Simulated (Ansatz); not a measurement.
# GeCl (quartet): wB97M-V, B2PLYP over vertical spin and charge gaps, def2-QZVPP

Aim: run GeCl (quartet) with these functionals over vertical spin and charge gaps, and hold them against the top wave-function level at the same points.

Method: def2-QZVPP, all electrons in the functionals, frozen cores in the correlation of double hybrids and RPA; program: Ansatz 0.2.0, Gaussian basis.

To be run: wB97M-V, B2PLYP, at charge 0, quartet; charge 0, doublet; charge 0, sextet; charge 1, triplet; charge 1, quintet.

10 further runs of the same task are left out: 10 set aside as unsound or not needed.

## 1. The geometry

The geometry is a PBE0/def2-TZVP stationary point (not a proven minimum). No spin-orbit coupling is included. The filled d shell of Ge may be among the frozen orbitals whatever the setting's name suggests; the logs give the count.

2 atoms, charge 0, spin multiplicity 4.

Atoms are counted from 1 here; the program's logs count them from 0.

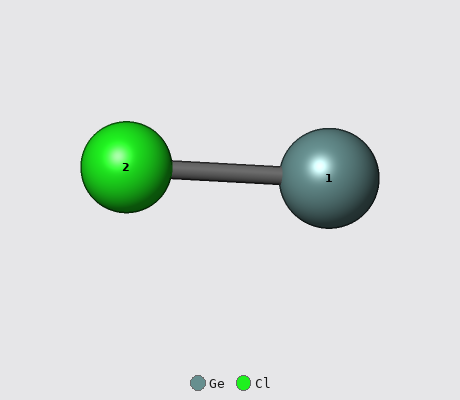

The structure; germanium teal, chlorine green; atoms are numbered from 1 in the order of the file.

No dispersion term is added; wB97M-V holds VV10 nonlocal correlation.

The geometry shown and the zero of energy belong to the point charge 0, quartet. The yardstick, RCCSD(T), and other wave-function levels (R restricted, U unrestricted, valence and pair active spaces) come from earlier runs.

## 2. wB97M-V, charge 0, quartet

File in.yaml:

```yaml
crystal:
  periodic: [false, false, false]
  atoms:
    - {symbol: Ge, position_ang: [0.000000, 0.000000, 0.000000]}
    - {symbol: Cl, position_ang: [0.000000, 0.000000, 2.178600]}
basis:
  gaussian: {orbitals: "def2-QZVPP.json"}
magnetization: {spin_polarized: true, initial_magnetization: 3}
hamiltonian: {xc: {name: wB97M-V}}
output: {orbitals: {seedname: orbitals}}
```

Command:

```
$ ansatz run in.yaml --threads 1 --pin off --events-out ev --progress --plain --max-ram 2393MiB
```

Log, cut to the lines that bear on the results:

```text
Functional definition: wB97M-V
  name "wB97M-V"
  cite "Mardirossian & Head-Gordon, J. Chem. Phys. 144, 214110 (2016) doi:10.1063/1.4952647"
  cite "Becke, J. Chem. Phys. 107, 8554 (1997) doi:10.1063/1.475007"
  cite "Vydrov & Van Voorhis, J. Chem. Phys. 133, 244103 (2010) doi:10.1063/1.3521275"
  # Of w^i u^j: cxij and so on, Table III.
[...]
  gx(w, u) = 1 - cx + cx01*u + cx10*w
  gss(w, u) = css00 + css04*u^4 + css10*w + css20*w^2 + css43*w^4*u^3
  gos(w, u) = cos00 + cos10*w + (cos20 + cos21*u)*w^2 + (cos60 + cos61*u)*w^6
[...]
      + integral(e_c_pw_mod_opposite_spin*gos(b97_w_opposite, b97_u_opposite)) + vv10(b, c)
886 factors; their error is unknown
121 factors; integrals over basis functions are off by at most 1.3e-4 eV
[...]
mean field -69035.50969078 eV, -2537.0081871871 hartree, gradient 4.6e-5 eV, S^2 3.754966; 1 other end points of the search recorded, 0 dependent functions left out
reference -69035.50972274 eV, -2537.0081883617 hartree; 26, 23 occupied and 133, 136 virtual orbitals, 886 factors
Total energy: -69035.50972274 eV, -2537.0081883617 hartree
```

Wall time 19 s (1 thread of Arm Neoverse V1, shared host); peak memory 0.47 GiB.

From the report: ⟨S²⟩ of the determinant 3.755 (pure quartet: 3.75).

## 3. wB97M-V, charge 0, doublet

Changes to in.yaml since step 2:

```diff
@@ -7,3 +7,3 @@
   gaussian: {orbitals: "def2-QZVPP.json"}
-magnetization: {spin_polarized: true, initial_magnetization: 3}
+magnetization: {spin_polarized: true, initial_magnetization: 1}
 hamiltonian: {xc: {name: wB97M-V}}
```

Launched as before.

Log, cut to the lines that bear on the results:

```text
Functional definition: wB97M-V
  name "wB97M-V"
  cite "Mardirossian & Head-Gordon, J. Chem. Phys. 144, 214110 (2016) doi:10.1063/1.4952647"
  cite "Becke, J. Chem. Phys. 107, 8554 (1997) doi:10.1063/1.475007"
  cite "Vydrov & Van Voorhis, J. Chem. Phys. 133, 244103 (2010) doi:10.1063/1.3521275"
  # Of w^i u^j: cxij and so on, Table III.
[...]
  gx(w, u) = 1 - cx + cx01*u + cx10*w
  gss(w, u) = css00 + css04*u^4 + css10*w + css20*w^2 + css43*w^4*u^3
  gos(w, u) = cos00 + cos10*w + (cos20 + cos21*u)*w^2 + (cos60 + cos61*u)*w^6
[...]
      + integral(e_c_pw_mod_opposite_spin*gos(b97_w_opposite, b97_u_opposite)) + vv10(b, c)
886 factors; their error is unknown
121 factors; integrals over basis functions are off by at most 1.3e-4 eV
[...]
mean field -69039.13073132 eV, -2537.1412579726 hartree, gradient 2.1e-5 eV, S^2 0.752943; 0 other end points of the search recorded, 0 dependent functions left out
reference -69039.13076433 eV, -2537.1412591855 hartree; 25, 24 occupied and 134, 135 virtual orbitals, 886 factors
Total energy: -69039.13076433 eV, -2537.1412591855 hartree
```

It took 19 s on 1 thread of Arm Neoverse V1, shared host; peak memory 0.47 GiB.

From the report: ⟨S²⟩ of the determinant 0.753 (pure doublet: 0.75).

From charge 0, quartet: -83.5 kcal/mol.

## 4. wB97M-V, charge 0, sextet

Changes to in.yaml since step 3:

```diff
@@ -7,3 +7,3 @@
   gaussian: {orbitals: "def2-QZVPP.json"}
-magnetization: {spin_polarized: true, initial_magnetization: 1}
+magnetization: {spin_polarized: true, initial_magnetization: 5}
 hamiltonian: {xc: {name: wB97M-V}}
```

The command is unchanged.

Log, cut to the lines that bear on the results:

```text
Functional definition: wB97M-V
  name "wB97M-V"
  cite "Mardirossian & Head-Gordon, J. Chem. Phys. 144, 214110 (2016) doi:10.1063/1.4952647"
  cite "Becke, J. Chem. Phys. 107, 8554 (1997) doi:10.1063/1.475007"
  cite "Vydrov & Van Voorhis, J. Chem. Phys. 133, 244103 (2010) doi:10.1063/1.3521275"
  # Of w^i u^j: cxij and so on, Table III.
[...]
  gx(w, u) = 1 - cx + cx01*u + cx10*w
  gss(w, u) = css00 + css04*u^4 + css10*w + css20*w^2 + css43*w^4*u^3
  gos(w, u) = cos00 + cos10*w + (cos20 + cos21*u)*w^2 + (cos60 + cos61*u)*w^6
[...]
      + integral(e_c_pw_mod_opposite_spin*gos(b97_w_opposite, b97_u_opposite)) + vv10(b, c)
886 factors; their error is unknown
121 factors; integrals over basis functions are off by at most 1.3e-4 eV
[...]
mean field -69028.22542800 eV, -2536.7404954674 hartree, gradient 6.8e-5 eV, S^2 8.753566; 0 other end points of the search recorded, 0 dependent functions left out
reference -69028.22545720 eV, -2536.7404965403 hartree; 27, 22 occupied and 132, 137 virtual orbitals, 886 factors
Total energy: -69028.22545720 eV, -2536.7404965403 hartree
```

Wall time 18 s (1 thread of Arm Neoverse V1, shared host); peak memory 0.48 GiB.

From the report: ⟨S²⟩ of the determinant 8.754 (pure sextet: 8.75).

From charge 0, quartet: +168.0 kcal/mol.

## 5. wB97M-V, charge 1, triplet

Changes to in.yaml since step 4:

```diff
@@ -7,3 +7,4 @@
   gaussian: {orbitals: "def2-QZVPP.json"}
-magnetization: {spin_polarized: true, initial_magnetization: 5}
+total_charge: 1
+magnetization: {spin_polarized: true, initial_magnetization: 2}
 hamiltonian: {xc: {name: wB97M-V}}
```

The command is unchanged.

Log, cut to the lines that bear on the results:

```text
Functional definition: wB97M-V
  name "wB97M-V"
  cite "Mardirossian & Head-Gordon, J. Chem. Phys. 144, 214110 (2016) doi:10.1063/1.4952647"
  cite "Becke, J. Chem. Phys. 107, 8554 (1997) doi:10.1063/1.475007"
  cite "Vydrov & Van Voorhis, J. Chem. Phys. 133, 244103 (2010) doi:10.1063/1.3521275"
  # Of w^i u^j: cxij and so on, Table III.
[...]
  gx(w, u) = 1 - cx + cx01*u + cx10*w
  gss(w, u) = css00 + css04*u^4 + css10*w + css20*w^2 + css43*w^4*u^3
  gos(w, u) = cos00 + cos10*w + (cos20 + cos21*u)*w^2 + (cos60 + cos61*u)*w^6
[...]
      + integral(e_c_pw_mod_opposite_spin*gos(b97_w_opposite, b97_u_opposite)) + vv10(b, c)
886 factors; their error is unknown
121 factors; integrals over basis functions are off by at most 1.3e-4 eV
[...]
mean field -69027.72919638 eV, -2536.7222592916 hartree, gradient 2.2e-5 eV, S^2 2.009112; 2 other end points of the search recorded, 0 dependent functions left out
reference -69027.72923485 eV, -2536.7222607056 hartree; 25, 23 occupied and 134, 136 virtual orbitals, 886 factors
Total energy: -69027.72923485 eV, -2536.7222607056 hartree
```

Wall time 51 s (1 thread of Arm Neoverse V1, shared host); peak memory 0.65 GiB.

From the report: ⟨S²⟩ of the determinant 2.009 (pure triplet: 2.00).

From charge 0, quartet: +179.4 kcal/mol.

## 6. wB97M-V, charge 1, quintet

Changes to in.yaml since step 5:

```diff
@@ -8,3 +8,3 @@
 total_charge: 1
-magnetization: {spin_polarized: true, initial_magnetization: 2}
+magnetization: {spin_polarized: true, initial_magnetization: 4}
 hamiltonian: {xc: {name: wB97M-V}}
```

The command is unchanged.

Log, cut to the lines that bear on the results:

```text
Functional definition: wB97M-V
  name "wB97M-V"
  cite "Mardirossian & Head-Gordon, J. Chem. Phys. 144, 214110 (2016) doi:10.1063/1.4952647"
  cite "Becke, J. Chem. Phys. 107, 8554 (1997) doi:10.1063/1.475007"
  cite "Vydrov & Van Voorhis, J. Chem. Phys. 133, 244103 (2010) doi:10.1063/1.3521275"
  # Of w^i u^j: cxij and so on, Table III.
[...]
  gx(w, u) = 1 - cx + cx01*u + cx10*w
  gss(w, u) = css00 + css04*u^4 + css10*w + css20*w^2 + css43*w^4*u^3
  gos(w, u) = cos00 + cos10*w + (cos20 + cos21*u)*w^2 + (cos60 + cos61*u)*w^6
[...]
      + integral(e_c_pw_mod_opposite_spin*gos(b97_w_opposite, b97_u_opposite)) + vv10(b, c)
886 factors; their error is unknown
121 factors; integrals over basis functions are off by at most 1.3e-4 eV
[...]
mean field -69023.09809394 eV, -2536.5520694161 hartree, gradient 4.2e-5 eV, S^2 6.004115; 0 other end points of the search recorded, 0 dependent functions left out
reference -69023.09813095 eV, -2536.5520707763 hartree; 26, 22 occupied and 133, 137 virtual orbitals, 886 factors
Total energy: -69023.09813095 eV, -2536.5520707763 hartree
```

It took 17 s on 1 thread of Arm Neoverse V1, shared host; peak memory 0.47 GiB.

From the report: ⟨S²⟩ of the determinant 6.004 (pure quintet: 6.00).

From charge 0, quartet: +286.2 kcal/mol.

## 7. B2PLYP, charge 0, quartet

File in.yaml:

```yaml
crystal:
  periodic: [false, false, false]
  atoms:
    - {symbol: Ge, position_ang: [0.000000, 0.000000, 0.000000]}
    - {symbol: Cl, position_ang: [0.000000, 0.000000, 2.178600]}
basis:
  gaussian: {orbitals: "def2-QZVPP.json"}
magnetization: {spin_polarized: true, initial_magnetization: 3}
hamiltonian: {xc: {name: B2PLYP}}
correlation: {electrons: outside_noble_gas}
```

The command is unchanged.

Log, cut to the lines that bear on the results:

```text
Functional definition: B2PLYP
  name "B2PLYP"
  cite "Grimme, J. Chem. Phys. 124, 034108 (2006) doi:10.1063/1.2148954"
  cite "Becke, Phys. Rev. A 38, 3098 (1988) doi:10.1103/PhysRevA.38.3098"
  cite "Lee, Yang & Parr, Phys. Rev. B 37, 785 (1988) doi:10.1103/PhysRevB.37.785"
[...]
1032 factors; integrals over basis functions are off by at most 5.6e-4 eV
[...]
mean field -69022.39869822 eV, -2536.5263670974 hartree, gradient 7.4e-6 eV, S^2 3.758089; 2 other end points of the search recorded, 0 dependent functions left out
19 core orbitals not correlated: weight in the atoms' cores, before any rotation towards them, 0.998 or more for the frozen orbitals, at most 0.001 for the correlated occupied ones
reference -69022.39881696 eV, -2536.5263714610 hartree; 7, 4 occupied and 133, 136 virtual orbitals, 1032 factors
second order -8.65082492 eV of doubles, -0.00000000 eV of singles
Total energy: -69024.73453969 eV, -2536.6122076880 hartree
```

It took 12 s on 1 thread of Arm Neoverse V1, shared host; peak memory 0.38 GiB.

From the report: ⟨S²⟩ of the determinant 3.758 (pure quartet: 3.75).

## 8. B2PLYP, charge 0, doublet

Changes to in.yaml since step 7:

```diff
@@ -7,3 +7,3 @@
   gaussian: {orbitals: "def2-QZVPP.json"}
-magnetization: {spin_polarized: true, initial_magnetization: 3}
+magnetization: {spin_polarized: true, initial_magnetization: 1}
 hamiltonian: {xc: {name: B2PLYP}}
```

The command is unchanged.

Log, cut to the lines that bear on the results:

```text
Functional definition: B2PLYP
  name "B2PLYP"
  cite "Grimme, J. Chem. Phys. 124, 034108 (2006) doi:10.1063/1.2148954"
  cite "Becke, Phys. Rev. A 38, 3098 (1988) doi:10.1103/PhysRevA.38.3098"
  cite "Lee, Yang & Parr, Phys. Rev. B 37, 785 (1988) doi:10.1103/PhysRevB.37.785"
[...]
1032 factors; integrals over basis functions are off by at most 5.6e-4 eV
[...]
mean field -69025.75321418 eV, -2536.6496432851 hartree, gradient 3.0e-6 eV, S^2 0.756300; 0 other end points of the search recorded, 0 dependent functions left out
19 core orbitals not correlated: weight in the atoms' cores, before any rotation towards them, 0.999 or more for the frozen orbitals, at most 0.001 for the correlated occupied ones
reference -69025.75332879 eV, -2536.6496474968 hartree; 6, 5 occupied and 134, 135 virtual orbitals, 1032 factors
second order -9.43422523 eV of doubles, -0.00000000 eV of singles
Total energy: -69028.30056960 eV, -2536.7432568701 hartree
```

Wall time 10 s (1 thread of Arm Neoverse V1, shared host); peak memory 0.38 GiB.

From the report: ⟨S²⟩ of the determinant 0.756 (pure doublet: 0.75).

From charge 0, quartet: -82.2 kcal/mol.

## 9. B2PLYP, charge 0, sextet

Changes to in.yaml since step 8:

```diff
@@ -7,3 +7,3 @@
   gaussian: {orbitals: "def2-QZVPP.json"}
-magnetization: {spin_polarized: true, initial_magnetization: 1}
+magnetization: {spin_polarized: true, initial_magnetization: 5}
 hamiltonian: {xc: {name: B2PLYP}}
```

Same command.

Log, cut to the lines that bear on the results:

```text
Functional definition: B2PLYP
  name "B2PLYP"
  cite "Grimme, J. Chem. Phys. 124, 034108 (2006) doi:10.1063/1.2148954"
  cite "Becke, Phys. Rev. A 38, 3098 (1988) doi:10.1103/PhysRevA.38.3098"
  cite "Lee, Yang & Parr, Phys. Rev. B 37, 785 (1988) doi:10.1103/PhysRevB.37.785"
[...]
1032 factors; integrals over basis functions are off by at most 5.6e-4 eV
[...]
mean field -69015.47651516 eV, -2536.2719815619 hartree, gradient 5.6e-6 eV, S^2 8.757511; 0 other end points of the search recorded, 0 dependent functions left out
19 core orbitals not correlated: weight in the atoms' cores, before any rotation towards them, 0.996 or more for the frozen orbitals, at most 0.003 for the correlated occupied ones
reference -69015.47662749 eV, -2536.2719856900 hartree; 8, 3 occupied and 132, 137 virtual orbitals, 1032 factors
second order -7.42619550 eV of doubles, -0.00000000 eV of singles
Total energy: -69017.48170028 eV, -2536.3456707558 hartree
```

Run time: 10 s. Hardware: 1 thread of Arm Neoverse V1, shared host; peak memory 0.38 GiB.

From the report: ⟨S²⟩ of the determinant 8.758 (pure sextet: 8.75).

From charge 0, quartet: +167.3 kcal/mol.

## 10. B2PLYP, charge 1, triplet

Changes to in.yaml since step 9:

```diff
@@ -7,3 +7,4 @@
   gaussian: {orbitals: "def2-QZVPP.json"}
-magnetization: {spin_polarized: true, initial_magnetization: 5}
+total_charge: 1
+magnetization: {spin_polarized: true, initial_magnetization: 2}
 hamiltonian: {xc: {name: B2PLYP}}
```

The command is unchanged.

Log, cut to the lines that bear on the results:

```text
Functional definition: B2PLYP
  name "B2PLYP"
  cite "Grimme, J. Chem. Phys. 124, 034108 (2006) doi:10.1063/1.2148954"
  cite "Becke, Phys. Rev. A 38, 3098 (1988) doi:10.1103/PhysRevA.38.3098"
  cite "Lee, Yang & Parr, Phys. Rev. B 37, 785 (1988) doi:10.1103/PhysRevB.37.785"
[...]
1032 factors; integrals over basis functions are off by at most 5.6e-4 eV
[...]
mean field -69014.71166803 eV, -2536.2438739482 hartree, gradient 5.5e-6 eV, S^2 2.016394; 7 other end points of the search recorded, 0 dependent functions left out
19 core orbitals not correlated: weight in the atoms' cores, before any rotation towards them, 0.999 or more for the frozen orbitals, at most 0.001 for the correlated occupied ones
reference -69014.71179118 eV, -2536.2438784740 hartree; 6, 4 occupied and 134, 136 virtual orbitals, 1032 factors
second order -8.31462194 eV of doubles, -0.00000000 eV of singles
Total energy: -69016.95673910 eV, -2536.3263787885 hartree
```

It took 54 s on 1 thread of Arm Neoverse V1, shared host; peak memory 0.47 GiB.

From the report: ⟨S²⟩ of the determinant 2.016 (pure triplet: 2.00).

From charge 0, quartet: +179.4 kcal/mol.

## 11. B2PLYP, charge 1, quintet

Changes to in.yaml since step 10:

```diff
@@ -8,3 +8,3 @@
 total_charge: 1
-magnetization: {spin_polarized: true, initial_magnetization: 2}
+magnetization: {spin_polarized: true, initial_magnetization: 4}
 hamiltonian: {xc: {name: B2PLYP}}
```

The command is unchanged.

Log, cut to the lines that bear on the results:

```text
Functional definition: B2PLYP
  name "B2PLYP"
  cite "Grimme, J. Chem. Phys. 124, 034108 (2006) doi:10.1063/1.2148954"
  cite "Becke, Phys. Rev. A 38, 3098 (1988) doi:10.1103/PhysRevA.38.3098"
  cite "Lee, Yang & Parr, Phys. Rev. B 37, 785 (1988) doi:10.1103/PhysRevB.37.785"
[...]
1032 factors; integrals over basis functions are off by at most 5.6e-4 eV
[...]
mean field -69010.52581948 eV, -2536.0900468515 hartree, gradient 3.4e-6 eV, S^2 6.007957; 0 other end points of the search recorded, 0 dependent functions left out
19 core orbitals not correlated: weight in the atoms' cores, before any rotation towards them, 0.997 or more for the frozen orbitals, at most 0.002 for the correlated occupied ones
reference -69010.52594078 eV, -2536.0900513090 hartree; 7, 3 occupied and 133, 137 virtual orbitals, 1032 factors
second order -6.86837350 eV of doubles, -0.00000000 eV of singles
Total energy: -69012.38040162 eV, -2536.1582014880 hartree
```

It took 10 s on 1 thread of Arm Neoverse V1, shared host; peak memory 0.37 GiB.

From the report: ⟨S²⟩ of the determinant 6.008 (pure quintet: 6.00).

From charge 0, quartet: +284.9 kcal/mol.

## 12. Against the wave-function levels

No level is safe as a reference over these points; RCCSD(T) serves as a yardstick only. It comes from earlier runs at the same points. Energies in kcal/mol, counted from charge 0, quartet; blanks weren't run or aren't comparable.

| level | quartet to doublet | quartet to sextet | ionisation to the triplet cation | ionisation to the quintet cation |
| --- | --- | --- | --- | --- |
| RCCSD(T) | -76.0 | 163.1 | 183.8 | 283.6 |
| wB97M-V | -83.5 | 168.0 | 179.4 | 286.2 |
| B2PLYP | -82.2 | 167.3 | 179.4 | 284.9 |

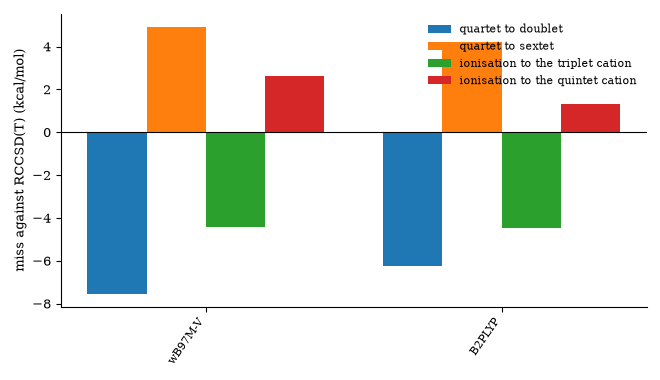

Misses of the gaps against RCCSD(T).

Largest miss and mean time a point (RCCSD(T) took 78 s a point; shared hosts):

| level | largest miss (kcal/mol) | where | time a point |
| --- | --- | --- | --- |
| wB97M-V | -7.5 | quartet to doublet | 25 s |
| B2PLYP | -6.3 | quartet to doublet | 19 s |

## 13. Summary of results

| quantity | value |
| --- | --- |
| quartet to doublet, RCCSD(T) | -76.0 kcal/mol |
| quartet to sextet, RCCSD(T) | 163.1 kcal/mol |
| ionisation to the triplet cation, RCCSD(T) | 183.8 kcal/mol |
| ionisation to the quintet cation, RCCSD(T) | 283.6 kcal/mol |
| largest miss, wB97M-V | -7.5 kcal/mol (quartet to doublet) |
| largest miss, B2PLYP | -6.3 kcal/mol (quartet to doublet) |

What this shows: Of the functionals, B2PLYP keep the smallest largest miss at the points compared (at most 6.3 kcal/mol) and wB97M-V strays most (7.5 kcal/mol, at quartet to doublet). Functionals and the yardstick converge differently with the basis, so part of each miss in def2-QZVPP is the basis. The yardstick itself may be off where one determinant is a poor start.
